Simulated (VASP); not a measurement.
# A VASP study of LaHf (r2SCAN + D3(BJ)): structure first, properties next

Aim: relax LaHf, then compute properties on the relaxed cell. The steps: rough relaxation of the start cell, relaxing cell and atoms (r2SCAN + D3(BJ)), single point with fields (r2SCAN + D3(BJ)), bands along the symmetry lines (r2SCAN + D3(BJ)) and total and projected DOS (r2SCAN + D3(BJ)). The cell is invented: it takes the structure of a Materials Project entry for HfSc (space group 187 there), with some of its atoms replaced by other elements, volume scaled by an estimate. It may not be a known or stable phase. The atoms of the start are displaced at random from the sites of a P-6m2 cell.

Method: r2SCAN with D3(BJ); plane waves and PAW (Hf_pv, La); invented cell, in VASP 6.6.1.

### 1. Set-up

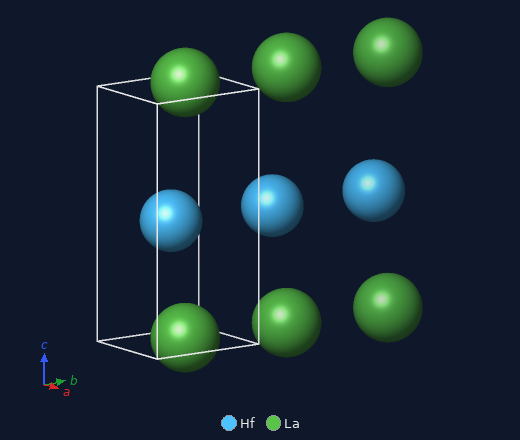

The starting structure, seen slightly off an axis (hafnium blue, lanthanum green). 1×3×1 cells are drawn. Some periodic images of atoms are drawn too.

### 2. Rough relaxation of the start cell

The start is only an estimate, so a cheap relaxation brings it near a minimum before any careful run. r2SCAN adds the kinetic-energy density, costs more than a GGA and is run with LASPH. A dispersion term adds the long-range attraction that semilocal functionals lack. D3 with Becke-Johnson damping keeps a finite attraction at short range.

INCAR

```
SYSTEM = LaHf
PREC = Normal
ENCUT = 400
EDIFF = 1E-05
NELM = 60
ISMEAR = 1
SIGMA = 0.2
LREAL = .FALSE.
ALGO = Normal
METAGGA = R2SCAN
IVDW = 12
VDW_S6 = 1
VDW_S8 = 0.78981345
VDW_A1 = 0.49484001
VDW_A2 = 5.73083694
LASPH = .TRUE.
NBANDS = 16
LORBIT = 11
LWAVE = .FALSE.
LCHARG = .FALSE.
IBRION = 2
NSW = 40
ISIF = 3
EDIFFG = -0.04
```

POSCAR

```
LaHf
1.0
    3.5490500000      0.0000000000      0.0000000000
   -1.7745250000      3.0735680000      0.0000000000
    0.0000000000      0.0000000000      5.5907830000
Hf La
1 1
Direct
    0.6640400000      0.3343250000      0.4996060000
    0.3373290000      0.6675290000     -0.0012920000
```

KPOINTS

```
Automatic mesh
0
Gamma
5 5 3
0 0 0
```

Potentials, in the order of the species: Hf_pv and La (PBE family, release 64).

Run with:

```console
mpirun -np 1 vasp_std
```

What it wrote:

```text
[banner, memory and clock lines left out]
running    1 mpi-ranks, on    1 nodes
 distrk:  each k-point on    1 cores,    1 groups
 distr:  one band on    1 cores,    1 groups

 POSCAR found type information on POSCAR HfLa
 POSCAR found :  2 types and       2 ions
|                                                                             |
|               ----> ADVICE to this user running VASP <----                  |
|                                                                             |
|     You enforced a specific xc type in the INCAR file but a different       |
|     [... a line on the potential file left out ...]
|     I HOPE YOU KNOW WHAT YOU ARE DOING!                                     |
|                                                                             |

 LDA part: xc-table for (None), standard interpolation
 POSCAR, INCAR and KPOINTS ok, starting setup
 FFT: planning ... GRIDC
 FFT: planning ... GRID_SOFT
 FFT: planning ... GRID
 WAVECAR not read
 entering main loop
       N       E                     dE             d eps       ncg     rms          rms(c)
DAV:   1     0.101013777049E+03    0.10101E+03   -0.81523E+03  1248   0.143E+03
DAV:   2    -0.627423575837E+02   -0.16376E+03   -0.16164E+03  1504   0.318E+02
DAV:   3    -0.803781935390E+02   -0.17636E+02   -0.17150E+02  1960   0.964E+01
DAV:   4    -0.820423024336E+02   -0.16641E+01   -0.16021E+01  2312   0.240E+01
DAV:   5    -0.821201598683E+02   -0.77857E-01   -0.77518E-01  1792   0.474E+00    0.270E+01
DAV:   6    -0.748481693082E+02    0.72720E+01   -0.42246E+01  2040   0.204E+01    0.277E+01
DAV:   7    -0.740825180458E+02    0.76565E+00   -0.54000E+00  1976   0.124E+01    0.196E+01
DAV:   8    -0.741835780624E+02   -0.10106E+00   -0.21113E+00  2112   0.867E+00    0.630E+00
DAV:   9    -0.741068687528E+02    0.76709E-01   -0.75929E-01  2128   0.574E+00    0.114E+00
DAV:  10    -0.741122647783E+02   -0.53960E-02   -0.34118E-02  1832   0.110E+00    0.107E+00
DAV:  11    -0.741120323937E+02    0.23238E-03   -0.52131E-03  1944   0.377E-01    0.148E-01
DAV:  12    -0.741121105348E+02   -0.78141E-04   -0.98705E-04  2200   0.226E-01    0.132E-01
DAV:  13    -0.741120993549E+02    0.11180E-04   -0.95856E-05  1904   0.457E-02    0.676E-03
DAV:  14    -0.741121004428E+02   -0.10879E-05   -0.44502E-06  1360   0.217E-02
   1 F= -.74502200E+02 E0= -.74504167E+02  d E =-.745022E+02
 curvature:   0.00 expect dE= 0.000E+00 dE for cont linesearch  0.000E+00
 trial: gam= 0.00000 g(F)=  0.100E-03 g(S)=  0.230E+00 ort = 0.000E+00 (trialstep = 0.100E+01)
 search vector abs. value=  0.230E+00
 bond charge predicted
       N       E                     dE             d eps       ncg     rms          rms(c)
DAV:   1    -0.755586472442E+02   -0.14465E+01   -0.51228E+01  1496   0.677E+01    0.108E+01
DAV:   2    -0.745570772364E+02    0.10016E+01   -0.43492E+00  1992   0.260E+01    0.393E+00
DAV:   3    -0.741765152142E+02    0.38056E+00   -0.83676E-01  2040   0.810E+00    0.141E+00
DAV:   4    -0.741413362225E+02    0.35179E-01   -0.21175E-01  2408   0.348E+00    0.754E-01
DAV:   5    -0.741446889977E+02   -0.33528E-02   -0.15718E-02  1896   0.815E-01    0.318E-01
DAV:   6    -0.741462494155E+02   -0.15604E-02   -0.70936E-03  2360   0.466E-01    0.168E-01
DAV:   7    -0.741467076313E+02   -0.45822E-03   -0.14597E-03  1992   0.199E-01    0.752E-02
DAV:   8    -0.741467394955E+02   -0.31864E-04   -0.28534E-04  2256   0.129E-01    0.284E-02
DAV:   9    -0.741467415815E+02   -0.20860E-05   -0.15946E-05  1616   0.303E-02
   2 F= -.74592426E+02 E0= -.74594948E+02  d E =-.902259E-01
[...]
3 F= -.74597563E+02 E0= -.74599691E+02  d E =-.953630E-01
[...]
4 F= -.74608719E+02 E0= -.74612335E+02  d E =-.111551E-01
[...]
5 F= -.74612315E+02 E0= -.74618523E+02  d E =-.147517E-01
 curvature:  -1.11 expect dE=-0.729E-03 dE for cont linesearch -0.669E-03
 ZBRENT: interpolating
 opt :   1.7745  next Energy=   -74.612799 (dE=-0.152E-01)
 bond charge predicted
       N       E                     dE             d eps       ncg     rms          rms(c)
DAV:   1    -0.741766684803E+02   -0.57371E-02   -0.28744E-01  1912   0.878E+00    0.446E-01
DAV:   2    -0.741728755131E+02    0.37930E-02   -0.18837E-02  2000   0.972E-01    0.204E-01
DAV:   3    -0.741723901585E+02    0.48535E-03   -0.43783E-03  2184   0.479E-01    0.140E-01
DAV:   4    -0.741722573011E+02    0.13286E-03   -0.10681E-03  2112   0.217E-01    0.700E-02
DAV:   5    -0.741722776876E+02   -0.20386E-04   -0.10466E-04  1984   0.106E-01    0.331E-02
DAV:   6    -0.741722808555E+02   -0.31679E-05   -0.10374E-05  1480   0.382E-02
   6 F= -.74612592E+02 E0= -.74618178E+02  d E =-.150287E-01
 curvature:  -0.81 expect dE=-0.642E-04 dE for cont linesearch -0.447E-04
 trial: gam=-0.04809 g(F)=  0.155E-04 g(S)=  0.642E-04 ort = 0.946E-03 (trialstep = 0.113E+01)
 search vector abs. value=  0.260E-04
 reached required accuracy - stopping structural energy minimisation
```

It took 5.6 min on 1 MPI rank of AMD EPYC 7R43, shared host; peak memory 0.14 GiB.

The logs omit lines about the potential files and the build; timing stands in the text.

OUTCAR, selected parts (step 2):

```text
ion  position               nearest neighbor table
   1  0.664  0.334  0.500-   2 3.45   2 3.46   2 3.46   2 3.47   2 3.47   2 3.48
   2  0.337  0.668  0.999-   1 3.45   1 3.46   1 3.46   1 3.47   1 3.47   1 3.48

  LATTYP: Found a hexagonal cell.
 ALAT       =     3.5490500000
 C/A-ratio  =     1.5752900072

 Subroutine GETGRP returns: Found  1 space group operations
 (whereof  1 operations were pure point group operations)

The static configuration has the point symmetry C_1 .

 Found     38 irreducible k-points:

   k-points           NKPTS =     38   k-points in BZ     NKDIM =     38   number of bands    NBANDS=     16

   dimension x,y,z NGX =    18 NGY =   18 NGZ =   28
   dimension x,y,z NGXF=    36 NGYF=   36 NGZF=   56

   ENCUT  =  400.0 eV  29.40 Ry    5.42 a.u.   5.79  5.79  9.12*2*pi/ulx,y,z

   NELECT =      21.0000    total number of electrons

 k-points in reciprocal lattice and weights: Automatic mesh
   0.00000000  0.00000000  0.00000000       0.013
   0.20000000  0.00000000  0.00000000       0.027
   0.00000000  0.20000000  0.00000000       0.027
  -0.20000000  0.20000000  0.00000000       0.027
   0.40000000 -0.00000000  0.00000000       0.027
   0.00000000  0.40000000  0.00000000       0.027
  -0.40000000  0.40000000  0.00000000       0.027
   0.20000000  0.20000000  0.00000000       0.027
  -0.20000000  0.40000000  0.00000000       0.027
[...]
0.20000000  0.40000000  0.33333333       0.027
  -0.40000000 -0.40000000  0.33333333       0.027

 Edisp (eV)   -0.44138

 average (electrostatic) potential at core
       1 -40.7258       2-101.7416

 E-fermi :   7.3246

 k-point     1 :       0.0000    0.0000    0.0000
  band No.  band energies     occupation
    ...
      5      -9.5129      2.00000
      6      -8.1052      2.00000
      7      -8.0916      2.00000
      8       1.7576      2.00000
      9       5.5637      2.00000
     10       8.7199     -0.00000
     11       8.9530     -0.00000
     12       9.0271     -0.00000
     13       9.4155     -0.00000
     14       9.7146     -0.00000
    ...

 k-point     2 :       0.2000    0.0000    0.0000
  band No.  band energies     occupation
    ...
      5      -9.3551      2.00000
      6      -9.1157      2.00000
      7      -8.3280      2.00000
      8       2.8244      2.00000
      9       6.3148      2.00000
     10       7.7351     -0.01346
     11       7.7694     -0.00726
     12       8.7390     -0.00000
     13       9.3190     -0.00000
     14       9.5536     -0.00000
    ...

 k-point     3 :       0.0000    0.2000    0.0000
  band No.  band energies     occupation
    ...
      5      -9.3565      2.00000
      6      -9.1180      2.00000
      7      -8.3191      2.00000
      8       2.8214      2.00000
      9       6.3240      2.00000
     10       7.7483     -0.01070
     11       7.7529     -0.00986
     12       8.7271     -0.00000
     13       9.2967     -0.00000
     14       9.5751     -0.00000
    ...

 Edisp (eV)   -0.44031

  Total      -0.03168    -0.03219     0.02047     0.01004    -0.00001     0.00048
  in kB      -0.93821    -0.95329     0.60623     0.29738    -0.00037     0.01434
  external pressure =       -0.43 kB  Pullay stress =        0.00 kB

  energy-cutoff  :      400.00
  volume of cell :       54.11
      direct lattice vectors                 reciprocal lattice vectors
     3.359391414 -0.006790470 -0.000121904     0.298021585  0.172470074  0.000010239
    -1.685576432  2.912610560  0.000057544     0.000694809  0.343736704  0.000000401
    -0.000186690 -0.000006080  5.536196885     0.000006555  0.000000225  0.180629414

 POSITION                                       TOTAL-FORCE (eV/Angst)
 -----------------------------------------------------------------------------------
      1.67031      0.96916      2.76403         0.012103     -0.000650     -0.003684
      0.00469      1.94204      5.53087        -0.012103      0.000650      0.003684
 -----------------------------------------------------------------------------------
    total drift:                                0.001987      0.000386     -0.001477

  FREE ENERGIE OF THE ION-ELECTRON SYSTEM (eV)
  ---------------------------------------------------
  free  energy   TOTEN  =       -74.6125921648 eV

  energy  without entropy=      -74.6293487054  energy(sigma->0) =      -74.61817768

 reached required accuracy - stopping structural energy minimisation

 total charge
# of ion       s       p       d       f       tot
--------------------------------------------------
    1        0.404   6.277   1.463   0.000   8.144
    2        2.051   5.550   1.062   0.148   8.811
--------------------------------------------------
tot          2.455  11.827   2.524   0.148  16.955

[... 3 further parts left out ...]
```

CONTCAR:

```
LaHf
   1.00000000000000
     3.3593914143200956   -0.0067904700834122   -0.0001219036820466
    -1.6855764321784956    2.9126105599408429    0.0000575442436853
    -0.0001866898391601   -0.0000060804333498    5.5361968853846966
  Hf              La
     1     1
Direct
     0.6649695802857174    0.3342982126509105    0.4992762556957462
     0.3363994197142795    0.6675557873490910    0.9990377443042544
```

This run has no spin polarisation. Its electron count is odd, so without a moment it is a metal by construction. The k-mesh is coarse for a metal. Harder data sets than Hf_pv exist (the GW ones), and pressures, volumes and forces can shift noticeably with them. This relaxation is a rough one on cheap settings, only to bring the start near its minimum. The PAW data sets were made with PBE, which is usual practice but a small mismatch for other functionals. After so large a change of volume the plane waves of the start cell no longer fit, so the final stress carries a basis-set error. Dispersion corrections of this kind ignore metallic screening and tend to overbind metals.

Relaxation path:

| step | energy less that of the first step (eV) | largest force (eV/Å) | pressure (GPa) | volume (Å³) |
| --- | --- | --- | --- | --- |
| 1 | 0.0000 | 0.0323 | -4.68 | 60.99 |
| 2 | -0.0902 | 0.0275 | 1.39 | 53.45 |
| 3 | -0.0954 | 0.0275 | 0.08 | 54.81 |
| 4 | -0.1065 | 0.0177 | -0.07 | 54.43 |
| 5 | -0.1101 | 0.0101 | 0.00 | 53.98 |
| 6 | -0.1104 | 0.0127 | -0.04 | 54.11 |

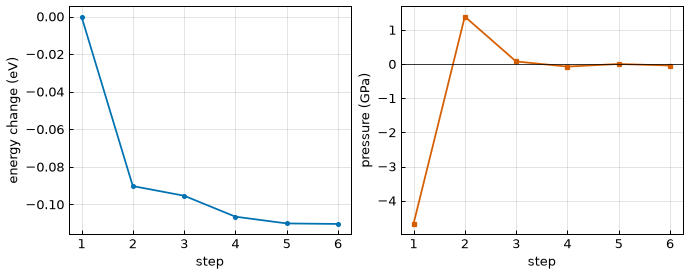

Energy and pressure along the relaxation.

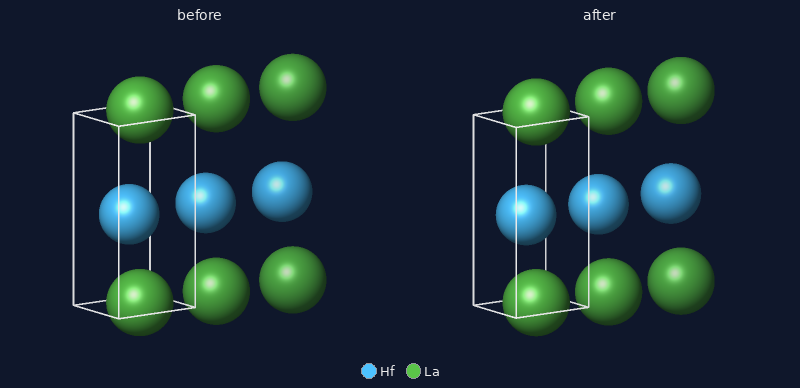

The structure before and after the relaxation, drawn at the same scale.

| cell as run | before | after | change |
| --- | --- | --- | --- |
| a (Å) | 3.549 | 3.359 | -5.3 % |
| b (Å) | 3.549 | 3.365 | -5.2 % |
| c (Å) | 5.591 | 5.536 | -1.0 % |
| γ (°) | 120.00 | 120.17 | +0.1 % |
| volume (Å³/atom) | 30.49 | 27.05 | -11.3 % |

Final coordinates:

```
Hf La
1.0
     3.35939   -0.00679   -0.00012
    -1.68558    2.91261    0.00006
    -0.00019   -0.00001    5.53620
Hf La
1 1
Direct
  0.66497 0.33430 0.49928
  0.33640 0.66756 0.99904
```

Numbers from this step:

* electrons: 21
* bands: 16
* irreducible k-points: 38
* symmetry operations: 1
* free energy (TOTEN): -74.6126 eV
* energy at zero smearing: -74.6182 eV
* Fermi energy: 7.325 eV
* pressure: -0.04284 GPa
* metallic: yes
* SCF cycles over all ionic steps: 50

It ends with a largest force of 0.013 eV/Å and a pressure of -0.04 GPa.

(Continued in part 2 of 3.)

[Lines on the potential files, build, host, timing and source positions are cut from VASP's logs without a mark.]

[Logs are printed without paths, hosts, clocks, repeated set-up lines and the standing remarks that a program may print on its own settings, such as how far it seeks lower states.]

[Hosts, paths, dates, database ids (printed as entryN), source tags and the programs' standing remarks are cut or masked in the printed files.]

[A measured line is paired with the nearest computed mode of its activity, which favours agreement.]

[In band tables of VASP the shares of atoms and orbitals are scaled to a sum of 1 inside the atoms' spheres.]
